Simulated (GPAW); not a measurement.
# Near-edge structure at the Mg K edge of Mg2C3 (C2/m), part 2 of 2

What does one-electron theory with a core hole give for the Mg K edge of Mg2C3 (C2/m)?

GPAW 26.7.0; X-ray absorption from dipole matrix elements to empty bands, plane-wave PAW PBE.

So far. Step 2 (Ground state of the crystal): The mesh shows a gap of 1.79 eV, so the hole is first treated in a charged cell, without the excited electron. Step 3 (Spectrum without a core hole, Mg atom 1): Main maxima below 24 eV (height): 1.8 eV (0.54), 3.2 eV (0.52), 9.3 eV (1.63), 11.1 eV (1.61) and 19.1 eV (1.03). A K edge sees empty p states on the absorber.

## 5. Spectrum with FCH, Mg atom 1

The holes are 4.8 Å apart. In GPAW the data set carries the hole's charge, so charge=0 means a charged cell and charge=-1 a neutral one. The excited electron is left out and a uniform background balances the charge. After the field has converged, empty bands are computed with the density fixed and the dipole matrix elements are summed.

Input file xas.py:

```python
import numpy as np
from ase import Atoms
from ase.parallel import parprint, paropen
from gpaw import GPAW, PW, FermiDirac, Mixer, MixerDif, setup_paths
from gpaw.test import gen
setup_paths.insert(0, '.')
gen('Mg', name='fch1s', xcname='PBE', corehole=(1, 0, 1), write_xml=True)
from gpaw.mpi import world
world.barrier()

atoms = Atoms('Mg6C9',
    cell=[[-4.831, 0, 0],
     [1.22707, 0, -4.83328],
     [2.4155, -7.05, 0]],
    scaled_positions=[[0.8087, 0.2011, 0],
     [0.47536667, 0.2011, 0.33333333],
     [0.14203333, 0.2011, 0.66666667],
     [0.1913, 0.7989, 0],
     [0.85796667, 0.7989, 0.33333333],
     [0.52463333, 0.7989, 0.66666667],
     [0.5, 0.5, 0],
     [0.16666667, 0.5, 0.33333333],
     [0.83333333, 0.5, 0.66666667],
     [0.2989, 0.2615, 0],
     [0.96556667, 0.2615, 0.33333333],
     [0.63223333, 0.2615, 0.66666667],
     [0.7011, 0.7385, 0],
     [0.36776667, 0.7385, 0.33333333],
     [0.03443333, 0.7385, 0.66666667]],
    pbc=True)
atoms.calc = calc = GPAW(legacy_gpaw=True, mode=PW(430, force_complex_dtype=True), xc='PBE', setups={0: 'fch1s'},
    kpts={'size': (4, 4, 4), 'gamma': True}, occupations=FermiDirac(0.02),
    charge=0, mixer=Mixer(0.1, 5, 50), maxiter=150,
    convergence={'density': 0.0001, 'eigenstates': 1e-6}, txt='scf.txt')
energy = atoms.get_potential_energy() + calc.get_reference_energy()
ef = calc.get_fermi_level()
out = dict(energy=energy, fermi=ef, forces=atoms.get_forces().tolist())
parprint(f'all-electron energy {energy:.4f} eV, Fermi level {ef:.4f} eV')
ev = np.array([[calc.get_eigenvalues(k, s) for k in range(len(calc.get_ibz_k_points()))] for s in range(calc.get_number_of_spins())])
out['homo'], out['lumo'], out['counts'] = ev[ev < ef].max(), ev[ev > ef].min(), sorted(set((ev < ef).sum((0, 2)).tolist()))
out['filled'] = (ev[:, 0] < ef).sum(1).tolist()

from ase.units import Ha
from gpaw.xas import dipole_matrix_elements
nb = int(calc.get_number_of_electrons() / 2) + 101
top, nb = nb, nb + 8 + nb // 12
nscf = calc.fixed_density(kpts={'size': (5, 5, 5), 'gamma': True}, nbands=nb,
    convergence={'bands': top, 'eigenstates': 5e-3}, maxiter=60, txt='nscf.txt')
cell = atoms.cell.array
ops = [cell.T @ U.T @ np.linalg.inv(cell.T) for U in nscf.wfs.kd.symmetry.op_scc]
filled = [48]  # bands filled in the ground state, by spin
E = np.arange(-6, 34, 0.1)
fwhm = np.interp(E, [4, 25], [0.9, 3.5])
Y, X, zero, highest = 0, 0, 1e9, 1e9
for spin in range(nscf.get_number_of_spins()):
    wfs = nscf.wfs
    mine = wfs.bd.get_slice()  # this rank's bands
    A = dipole_matrix_elements(wfs.setups[0])
    eps = np.zeros((wfs.kd.nibzkpts, nb))
    d = np.zeros((3, A.shape[1], wfs.kd.nibzkpts, nb), complex)
    for kpt in wfs.kpt_u:
        if kpt.s == spin and 0 in kpt.P_ani:
            eps[kpt.k, mine] = kpt.eps_n * Ha
            d[:, :, kpt.k, mine] = (kpt.weight * wfs.nspins / 2) ** 0.5 * np.inner(A, kpt.P_ani[0])
    world.sum(eps)
    world.sum(d)
    T = np.einsum('amkn,bmkn->abkn', d, d.conj()).real
    T = sum(np.einsum('ai,ijkn,bj->abkn', R, T, R) for R in ops) / len(ops)
    empty = np.ones_like(eps, bool) & (np.arange(nb) >= filled[spin])
    zero, highest = min(zero, eps[empty].min()), min(highest, eps[:, top - 1].min())
    lines = [(eps, T, empty)] if spin == 0 else lines + [(eps, T, empty)]
for eps, T, empty in lines:
    f = np.einsum('aakn->akn', T).reshape(3, -1)
    x = eps.ravel() - zero
    w = np.interp(x, E, fwhm) / 2.35482
    g = np.exp(-0.5 * ((E[:, None] - x) / w) ** 2) / (w * (2 * np.pi) ** 0.5)
    Y = Y + (f * empty.ravel()) @ g.T
    X = X + (f * ~empty.ravel()) @ g.T
out.update(E=E.round(2).tolist(), xas=Y.tolist(), xes=X.tolist(), zero=zero, valid=highest - zero, nk=len(eps), nb=nb)
for i in range(0, len(E), 10):
    parprint(f'{E[i]:7.2f}', *(f'{v:10.3e}' for v in Y[:, i]))
import json
with paropen('out.json', 'w') as f:
    json.dump(out, f)
```

Launch:

```
OMP_NUM_THREADS=1 mpirun -n 4 gpaw python xas.py
```

Numbers of over 12 decimals in the logs are rounded to 6 here.

The program printed:

```text
Input parameters:
  convergence: {density: 0.0001,
                eigenstates: 1e-06}
  kpts: {gamma: True,
         size: (4, 4, 4)}
  maxiter: 150
  mixer: {backend: pulay,
          beta: 0.1,
          method: separate,
          nmaxold: 5,
          weight: 50}
  mode: {ecut: 430.0,
         force_complex_dtype: True,
         name: pw}
  occupations: {fixmagmom: False,
                name: fermi-dirac,
                width: 0.02}
  setups: {0: fch1s}
  xc: PBE

Initialize ...

[... PAW data sets ...]

Reference energy: -40624.212561  # eV

Spin-paired calculation

[... convergence settings ...]
Symmetries present (total): 2
  [... symmetry matrices ...]

64 k-points: 4 x 4 x 4 Monkhorst-Pack grid + [1/8,1/8,1/8]
24 k-points in the irreducible part of the Brillouin zone
       k-points in crystal coordinates                weights
   0:     0.00000000    0.00000000    0.00000000          1/64
   1:     0.00000000    0.00000000    0.25000000          2/64
   2:     0.00000000    0.00000000    0.50000000          1/64
   3:     0.00000000    0.25000000    0.00000000          2/64
   4:     0.00000000    0.25000000    0.25000000          4/64
   5:     0.00000000    0.25000000    0.50000000          2/64
   6:     0.00000000    0.50000000    0.00000000          1/64
   7:     0.00000000    0.50000000    0.25000000          2/64
   8:     0.00000000    0.50000000    0.50000000          1/64
   9:     0.25000000   -0.25000000    0.00000000          4/64
          ...
  23:     0.50000000    0.50000000    0.50000000          2/64

Wave functions: Plane wave expansion
  Cutoff energy: 430.000 eV
  Number of coefficients (min, max): 3314, 3354
  Pulay-stress correction: 0.000000 eV/Ang^3 (de/decut=0.000000)
  Using FFTW library
  Wavefunction extrapolation:
    Improved wavefunction reuse through dual PAW basis

Occupation numbers: Fermi-Dirac:
  width: 0.0200  # eV

Eigensolver
   Davidson(niter=2)

Densities:
  Coarse grid: 36*24*36 grid
  Fine grid: 72*48*72 grid
  Total Charge: 1.000000

Density mixing:
  Method: separate
  Backend: pulay
  Linear mixing parameter: 0.1
  old densities: 5
  Width of damping distribution: 1.1
  Damping of long wavelength oscillations: 50

[... Hamiltonian set-up ...]
Number of atoms: 15
Number of atomic orbitals: 84
Number of bands in calculation: 62
Number of valence electrons: 96
Bands to converge: occupied

... initialized

Initializing position-dependent things.

Density initialized from atomic densities
Creating initial wave functions:
  62 bands from LCAO basis set

          Mg
                C
         C    CMg
             C     Mg
             C     Mg
            Cg   C
                      C
                Mg

Atomic positions and initial magnetic moments

Positions:
   0 Mg    -3.660066    0.000000   -0.971973    ( 0.0000,  0.0000,  0.0000)
   1 Mg    -1.244566   -2.350000   -0.971973    ( 0.0000,  0.0000,  0.0000)
   2 Mg     1.170934   -4.700000   -0.971973    ( 0.0000,  0.0000,  0.0000)
   3 Mg     0.056136    0.000000   -3.861307    ( 0.0000,  0.0000,  0.0000)
   4 Mg    -2.359364   -2.350000   -3.861307    ( 0.0000,  0.0000,  0.0000)
   5 Mg     0.056136   -4.700000   -3.861307    ( 0.0000,  0.0000,  0.0000)
   6 C     -1.801965    0.000000   -2.416640    ( 0.0000,  0.0000,  0.0000)
[...]
12 C     -2.480823    0.000000   -3.569377    ( 0.0000,  0.0000,  0.0000)
  13 C     -0.065323   -2.350000   -3.569377    ( 0.0000,  0.0000,  0.0000)
  14 C      2.350177   -4.700000   -3.569377    ( 0.0000,  0.0000,  0.0000)

Unit cell:
           periodic     x           y           z      points  spacing
  1. axis:    yes   -4.831000    0.000000    0.000000    36     0.1234
  2. axis:    yes    1.227070    0.000000   -4.833280    24     0.2014
  3. axis:    yes    2.415500   -7.050000    0.000000    36     0.1958

  Lengths:   4.831000   4.986612   7.452324
  Angles:   85.425293 108.912696 104.245248

Effective grid spacing dv^(1/3) = 0.1743

iter:   1  -112.771204
iter:   2  -109.075668   -0.66  -0.95
iter:   3  -103.189919   -0.11  -1.04
iter:   4  -103.229452   -0.82  -1.46
iter:   5  -103.295125   -1.44  -1.58
iter:   6  -103.401792   -1.42  -1.81
iter:   7  -103.300807   -2.84  -1.97
iter:   8  -103.291465   -2.57  -2.25
iter:   9  -103.284280c  -2.79  -2.40
iter:  10  -103.276113c  -3.63  -2.53
iter:  11  -103.276260c  -4.42  -3.24
iter:  12  -103.276038c  -5.28  -3.27
iter:  13  -103.276009c  -5.43  -3.55
iter:  14  -103.276008c  -6.50c -3.83
iter:  15  -103.276010c  -6.74c -3.95
iter:  16  -103.276010c  -7.18c -4.17c

Converged after 16 iterations.

Dipole moment: (-0.747606, -0.000000, 0.477677) |e|*Ang

Energy contributions relative to reference atoms: (reference = -40624.212561)

Kinetic:        +37.172922
Potential:      -44.333038
External:        +0.000000
XC:             -95.930961
Entropy (-ST):   -0.000000
Local:           -0.184933
SIC:             +0.000000
--------------------------
Free energy:   -103.276010
Extrapolated:  -103.276010

Showing only first 2 kpts
 Kpt  Band  Eigenvalues  Occupancy
  0    46      4.75115    2.00000
  0    47      5.37479    2.00000
  0    48      7.71291    0.00000
  0    49      8.83241    0.00000

  1    46      4.87269    2.00000
  1    47      5.22958    2.00000
  1    48      7.47168    0.00000
[...]
Fermi level: 6.72934

Gap: 1.106 eV
Transition (v -> c):
  (s=0, k=6, n=47, [0.00, 0.50, 0.00]) -> (s=0, k=5, n=48, [0.00, 0.25, 0.50])
Direct/indirect transitions are different
Direct gap: 1.585 eV
Transition at: (s=0, k=6, n=47, [0.00, 0.50, 0.00])

Forces in eV/Ang:
  0 Mg   -0.32820    0.00000    0.80247
  1 Mg   -0.02070   -0.13554    0.08812
  2 Mg   -0.02070    0.13554    0.08812
  3 Mg    0.06507    0.00000    0.00773
  4 Mg    0.01279   -0.21166   -0.02609
  5 Mg    0.01279    0.21166   -0.02609
  6 C    -0.22149    0.00000   -0.52754
[...]
12 C     0.09757    0.00000   -0.50313
 13 C     0.48603    0.10178    0.86890
 14 C     0.48603   -0.10178    0.86890
Scalar-relativistic atomic PBE calculation for Mg (Magnesium, Z=12)
Core hole in 1s state (1s occupation: 1.0)
450 radial gridpoints.
|------------------------------------------------|
|------------------------------------------------|
[... the atom generator's iteration count ...]

Energy contributions:
-------------------------
Kinetic:     +151.717088
XC:           -13.132644
Potential:   -290.261212
-------------------------
Total:       -151.676768

state      eigenvalue         ekin         rmax
-----------------------------------------------
1s^1.0 :   -50.923461    70.317639        0.084
2s^2.0 :    -4.061473    10.131625        0.516
2p^6.0 :    -2.901946     9.781711        0.431
3s^2.0 :    -0.533020     1.222967        2.067
3p^0.0 :    -0.339520     0.901380        2.391
-----------------------------------------------
(units: Bohr and Hartree)

Generating PAW setup
Kinetic energy of the core from tauc = 70.449269
Cutoffs:
rc(s)=2.060
rc(p)=2.050
rc(d)=1.960
rc(vbar)=2.000
rc(comp)=1.950
rc(nct)=2.060

Kinetic energy of the core states: 70.317639
Charge: 1.0
Core electrons: 1.0
Valence electrons: 10.0
Pseudo-core charge: 0.000000
Shape function alpha=2.630
Pseudo-electron charge 2.557862
state    eigenvalue         norm
--------------------------------
2s(2) :    -4.061473     0.088492
3s(2) :    -0.533020     1.047036
2p(6) :    -2.901946     0.047801
3p(0) :    -0.339520     0.999565
*d    :     0.000000
--------------------------------

Diagonalizing with gridspacing h=0.050

state   all-electron     PAW
-------------------------------
2s:      -4.061473    -4.061995
2p:      -2.901946    -2.902599
*d:                   -0.118334
*f:                   -0.021630
-------------------------------
<dir> UserWarning: Initial realspace grid (24,24,36) inconsistent with symmetries.
  warnings.warn(
<dir> UserWarning: Using symmetrized grid: (36,24,36).

  warnings.warn('Using symmetrized grid: ({},{},{}).\n'.format(*N_c))
<dir> UserWarning: Initial realspace grid (24,24,36) inconsistent with symmetries.
  warnings.warn(
<dir> UserWarning: Using symmetrized grid: (36,24,36).

  warnings.warn('Using symmetrized grid: ({},{},{}).\n'.format(*N_c))
<dir> UserWarning: Initial realspace grid (24,24,36) inconsistent with symmetries.
  warnings.warn(
<dir> UserWarning: Initial realspace grid (24,24,36) inconsistent with symmetries.
  warnings.warn(
<dir> UserWarning: Using symmetrized grid: (36,24,36).

  warnings.warn('Using symmetrized grid: ({},{},{}).\n'.format(*N_c))
<dir> UserWarning: Using symmetrized grid: (36,24,36).

  warnings.warn('Using symmetrized grid: ({},{},{}).\n'.format(*N_c))
all-electron energy -40727.4886 eV, Fermi level 6.7293 eV
[...]
31.00  7.294e-06  5.123e-06  5.274e-06
  32.00  7.638e-06  5.890e-06  5.113e-06
  33.00  7.245e-06  6.274e-06  4.971e-06
```

It took 88 s on 4 MPI ranks of AMD EPYC 7R13 (Zen 3), shared host; peak memory 0.47 GiB.

The Mg K spectrum, Mg atom 1, full core hole (charged cell) (energy from the lowest empty level; intensity scaled to a mean of 1 over the first 20 eV; polarised curves are means over the symmetry-equivalent atoms):

```csv
E (eV),isotropic,ε ∥ x,ε ∥ y,ε ∥ z
-2.0,0.00,0.00,0.00,0.00
-0.5,0.03,0.03,0.00,0.05
1.0,0.62,0.80,0.31,0.76
2.5,0.91,0.76,0.75,1.21
4.0,0.65,0.76,0.55,0.64
5.5,1.78,1.73,2.06,1.55
7.0,1.65,1.27,2.46,1.22
8.5,1.51,1.73,1.57,1.23
10.0,1.40,1.81,1.07,1.32
11.5,1.14,1.44,0.73,1.25
13.0,0.78,0.69,0.77,0.88
14.5,0.72,0.59,0.69,0.88
16.0,0.63,0.55,0.61,0.74
17.5,0.63,0.50,0.63,0.77
19.0,0.66,0.54,0.69,0.75
20.5,0.59,0.56,0.69,0.54
22.0,0.52,0.48,0.61,0.47
23.5,0.50,0.42,0.55,0.53
25.0,0.47,0.37,0.47,0.56
26.5,0.44,0.35,0.43,0.55
28.0,0.46,0.42,0.43,0.54
```

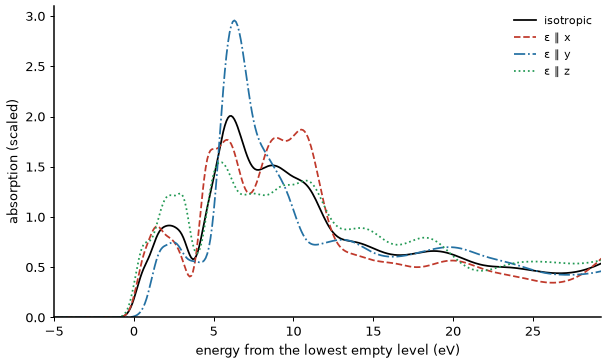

The Mg K edge, Mg atom 1, full core hole (charged cell): main maxima at 2.2, 6.1 and 8.7 eV.

Main maxima below 24 eV (height): 2.2 eV (0.92), 6.1 eV (2.01), 8.7 eV (1.51) and 18.8 eV (0.66). 

The hole costs E(hole) − E(ground) = 1307.96 eV, and the lowest empty level of the hole cell on the spectrum's mesh lies at 7.24 eV, which puts the zero at 1315.20 eV. One term is added: -12.99 eV, since the hole is spin-paired here and a spin-polarised one costs that much less in the free atom (computed apart). The photon energy is then 1302.21 eV. The tabulated edge of the element is 1303 eV. The functional and the charged cell's background leave an error of a few eV in such absolute values.

## 6. With and without the hole

Both curves are counted from their own zero, so only the shift of weight within the empty states shows.

```
E (eV)  no hole   FCH
  -2.0     0.00  0.00
  -1.0     0.00  0.00
   0.0     0.10  0.18
   1.0     0.44  0.62
   2.0     0.53  0.91
   3.0     0.51  0.83
   4.0     0.36  0.65
   5.0     0.61  1.39
   6.0     0.88  2.00
   7.0     1.03  1.65
   8.0     1.20  1.48
   9.0     1.61  1.50
  10.0     1.59  1.40
  11.0     1.61  1.28
  12.0     1.48  0.97
  13.0     1.30  0.78
  14.0     1.22  0.75
  15.0     1.09  0.69
  16.0     0.99  0.63
  17.0     0.94  0.62
  18.0     0.98  0.65
  19.0     1.03  0.66
  20.0     0.98  0.63
  21.0     0.86  0.56
  22.0     0.77  0.52
  23.0     0.73  0.50
  24.0     0.69  0.49
  25.0     0.64  0.47
  26.0     0.60  0.45
  27.0     0.58  0.44
  28.0     0.58  0.46
  29.0     0.60  0.52
```

With each curve scaled to its own mean, the area from −2 to 6 eV with the hole is 5.6 against 3.0, and the centre of weight from −1 to 20 eV moves by -2.0 eV: the hole pulls the absorber's empty states down.

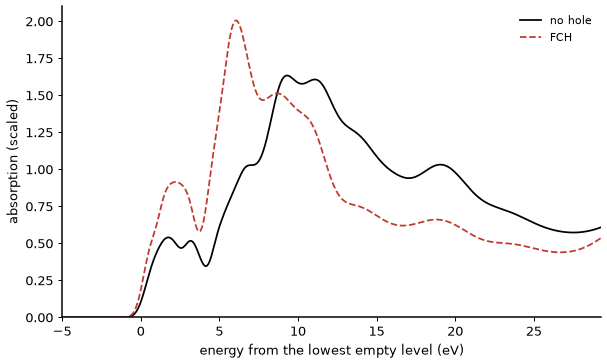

The Mg K edge with and without the core hole, each from its own zero; the highest intensity below 16 eV lies at 6.1 eV with the hole.

## 7. Results

```
absorber and edge                               : Mg K, atom 1 of the ground-state input (counted from 1)
surroundings                                    : 3 C at 2.24 to 2.35 Å, 2 C at 2.37 Å and 1 C at 2.55 Å (6-fold, site symmetry m)
highest intensity below 16 eV                   : 6.1 eV above the zero, height 2.01
photon energy of the zero, with the added terms : 1302.2 eV (raw 1315.2 eV; uncertain by a few eV)
```

The Mg K edge of atom 1, with 3 C at 2.24 to 2.35 Å, 2 C at 2.37 Å and 1 C at 2.55 Å (6-fold, site symmetry m), has its highest intensity of the first 16 eV at 6.1 eV above the zero, near 1308 eV in photon energy (uncertain by a few eV), 2.0 times the mean level of the first 20 eV (Gaussian full width 0.9 eV up to 4 eV, rising linearly to 3.5 eV at 25 eV). With each curve scaled to its own mean, the area from −2 to 6 eV with the hole is 5.6 against 3.0, and the centre of weight from −1 to 20 eV moves by -2.0 eV: the hole pulls the absorber's empty states down. At the Mg K edge of atom 1 polarisation matters most near 6.4 eV, where the curves differ by 1.7 on this scale. The holes are only 4.8 Å apart, so the shape is probably not converged with cell size; no larger cell was run here. The mesh is coarse (0.28 Å⁻¹ between points), so small maxima may be mesh ripples. The structure is a published determination, not relaxed.

[Banner, clock and machine lines of the logs are left out without a mark of their own.]

[Logs are printed without paths, hosts, clocks, repeated set-up lines and the standing remarks that a program may print on its own settings, such as how far it seeks lower states.]

[Hosts, paths, dates, database ids (printed as entryN), source tags and the programs' standing remarks are cut or masked in the printed files.]

[Lists of maxima count a maximum above −3 eV only where it reaches 4 % of the highest in the window and stands out from its surroundings by 2 % of it (1.5 % where it reaches 55 %); shoulders and weaker maxima are passed over, and of the rest the first, up to two pre-edge ones and the few strongest are named.]
